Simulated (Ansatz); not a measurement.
Single-point calculation, with input and output: CH$_{8}$ClNSi$_{2}$

- system: CH$_{8}$ClNSi$_{2}$, SMILES NC([SiH3])[SiH2]Cl
- method: RKS PBE-D4/def2-TZVPP (Ansatz 0.2.0)

The geometry comes from this level: PBE0-D4/def2-TZVP. Figures and captions count atoms from 1; the log counts them from 0 in places.

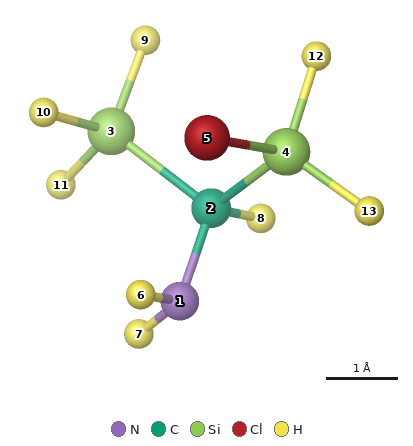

**Figure 1.** The input geometry (ball-and-stick view, seen at a tilt; atoms are numbered from 1 in the order of the input). Bond lengths as drawn: Cl–Si 2.06 Å, C–H 1.10 Å, C–N 1.47 Å, C–Si 1.87 to 1.89 Å, H–N 1.01 Å and H–Si 1.48 to 1.49 Å.

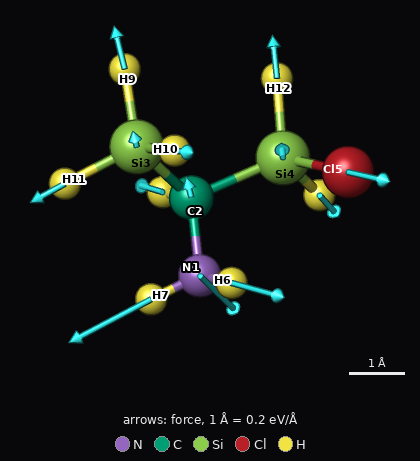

**Figure 2.** Forces on the atoms as teal arrows (ball-and-stick view, seen at a tilt; atoms are numbered from 1 in the order of the input). The largest act on H7 (0.35 eV/Å); H6 (0.35 eV/Å); N1 (0.35 eV/Å); Cl5 (0.27 eV/Å), among others. The geometry is not a stationary point of this energy.

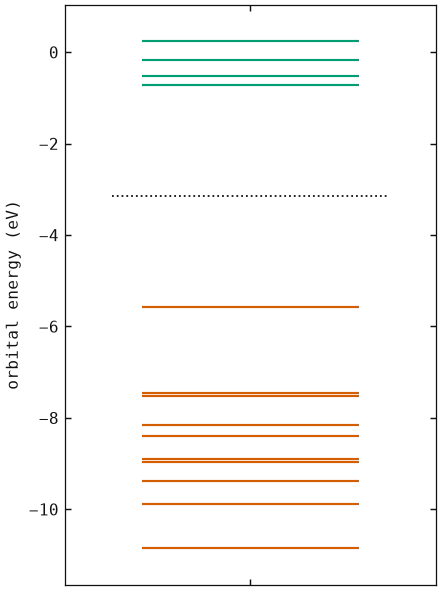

**Figure 3.** Orbital energies near the frontier; the dotted line parts filled from empty levels, and levels within 0.02 eV of each other stand side by side. Highest filled −5.59 eV, lowest empty −0.71 eV, 4.88 eV apart.

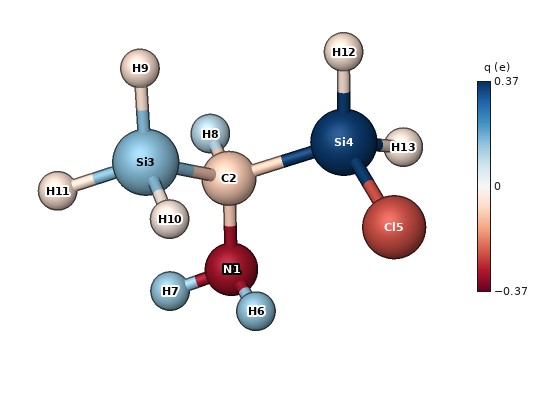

**Figure 4.** Mulliken charges, as the colour of each atom (ball-and-stick view, seen at a tilt; atoms are numbered from 1 in the order of the input). By element: N −0.31, C −0.09, Si +0.16 to +0.35, Cl −0.24 and H −0.06 to +0.15 e.

The input that produced these results follows, with the program's output.

The input
```yaml
crystal:
  periodic: [false, false, false]
  atoms:
    - {symbol: N, position_ang: [-1.060440, 0.774893, -1.044911]}
    - {symbol: C, position_ang: [-0.556140, 0.073053, 0.143234]}
    - {symbol: Si, position_ang: [0.158024, -1.637124, -0.239984]}
    - {symbol: Si, position_ang: [0.598935, 1.205277, 1.079602]}
    - {symbol: Cl, position_ang: [2.160833, 1.718185, -0.168868]}
    - {symbol: H, position_ang: [-0.296692, 1.026681, -1.661410]}
    - {symbol: H, position_ang: [-1.694333, 0.190583, -1.577346]}
    - {symbol: H, position_ang: [-1.389749, -0.068577, 0.848135]}
    - {symbol: H, position_ang: [0.576184, -2.367267, 0.988569]}
    - {symbol: H, position_ang: [1.320678, -1.500443, -1.155644]}
    - {symbol: H, position_ang: [-0.896920, -2.425359, -0.937109]}
    - {symbol: H, position_ang: [1.169371, 0.510955, 2.259662]}
    - {symbol: H, position_ang: [-0.069452, 2.464441, 1.480871]}
basis:
  gaussian: {orbitals: def2-TZVPP}
hamiltonian: {xc: pbe, dispersion: d4}
output: {forces: true, orbitals: {seedname: orbitals}}
```

Run as:
```bash
ansatz run in.yaml --threads 4 --pin off --events-out ev --progress --plain --max-ram 10444MiB
```

Log
```
Functional definition: PBE
  name "PBE"
  cite "Perdew, Burke & Ernzerhof, Phys. Rev. Lett. 77, 3865 (1996) doi:10.1103/PhysRevLett.77.3865"
  parent pbe
  parameter kappa = 0.804
  parameter beta = 0.06672455060314922
  exchange = pbe_x(kappa = kappa, mu = beta*pi^2/3)
  correlation = pbe_c(beta = beta)
1677 factors; their error is unknown
mean field evaluation 1: about -30909.6085 eV, gradient 7.3e1 eV
mean field evaluation 2: about -30840.6202 eV, gradient 1.6e2 eV
mean field evaluation 4: about -30921.0474 eV, gradient 1.5e1 eV
mean field evaluation 8: about -30921.5207 eV, gradient 2.4e-1 eV
mean field evaluation 16: about -30921.4701 eV, gradient 6.5e-4 eV
mean field -30921.47009466 eV, -1136.3430666536 hartree, gradient 6.1e-5 eV, S^2 0.000000; 0 other end points of the search recorded, 0 dependent functions left out
the calculation of the forces begins
reference -30921.47014269 eV, -1136.3430684188 hartree; 33, 33 occupied and 267, 267 virtual orbitals, 1677 factors
Total energy: -30921.82977944 eV, -1136.3562848254 hartree
Atom 0 at    -1.060440     0.774893    -1.044911 Å, force    -0.164454     0.280160     0.120424 eV/Å
Atom 1 at    -0.556140     0.073053     0.143234 Å, force     0.032399    -0.055113     0.052841 eV/Å
Atom 2 at     0.158024    -1.637124    -0.239984 Å, force     0.039593    -0.051170     0.022526 eV/Å
Atom 3 at     0.598935     1.205277     1.079602 Å, force    -0.023336    -0.003397     0.097219 eV/Å
Atom 4 at     2.160833     1.718185    -0.168868 Å, force     0.201492     0.068145    -0.161784 eV/Å
Atom 5 at    -0.296692     1.026681    -1.661410 Å, force     0.255285     0.085006    -0.219568 eV/Å
Atom 6 at    -1.694333     0.190583    -1.577346 Å, force    -0.218371    -0.196720    -0.197402 eV/Å
Atom 7 at    -1.389749    -0.068577     0.848135 Å, force    -0.154916    -0.031056     0.143770 eV/Å
Atom 8 at     0.576184    -2.367267     0.988569 Å, force     0.051158    -0.101944     0.124632 eV/Å
Atom 9 at     1.320678    -1.500443    -1.155644 Å, force     0.113912     0.015273    -0.091901 eV/Å
Atom 10 at    -0.896920    -2.425359    -0.937109 Å, force    -0.106762    -0.075961    -0.071779 eV/Å
Atom 11 at     1.169371     0.510955     2.259662 Å, force     0.058596    -0.080076     0.133699 eV/Å
Atom 12 at    -0.069452     2.464441     1.480871 Å, force    -0.084596     0.146853     0.047322 eV/Å
Dipole moment:    -0.252240    -0.185309     0.002376 e Å
```

Summary

| quantity | value |
| --- | --- |
| outcome | converged |
| total energy | −30921.8298 eV |
| mean-field energy | −30921.4701 eV |
| dispersion energy | −0.3596 eV |
| SCF solution under orbital rotations | stable |
| HOMO | −5.59 eV |
| LUMO | −0.71 eV |
| largest force (length of the vector) | 0.354 eV/Å |
| dipole moment | 1.50 D |
| hardware | 4 threads of Arm Neoverse V1, 23 GiB of memory available, shared host |
| wall time | 3.8 s (CPU time 14 s) |
| peak memory | 0.49 GiB |
